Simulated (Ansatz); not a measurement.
The reference is Si in the diamond structure (space group Fd-3m, No. 227; a = 5.434 Å). Axes: x, y, z lie along the cube axes.

It is then changed as follows: uniaxial strain ε_zz = −2.00 %, all other strain components held at zero; the atoms relax in the strained cell.

All numbers come from plane-wave PAW DFT at the PBEsol level (Ansatz, a program for electronic structure, 420 eV), without spin-orbit coupling.

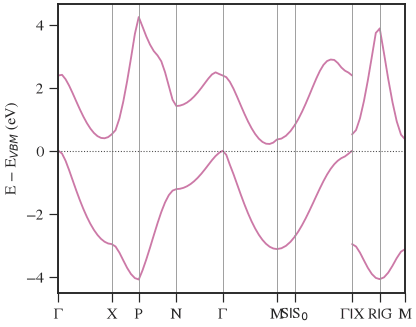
Highest valence and lowest conduction band along the path of the changed cell's own zone

**Question.** Read the changed gap and its character from the plot.

**Answer.** About 0.2 eV, indirect, Γ → Γ–M (87 % along).

Whether these cells are dynamically stable was not tested. The zero or small gap of Si under uniaxial strain ε_zz = −2.00 % can change with the level of theory. k-point labels follow each cell's own Brillouin zone.
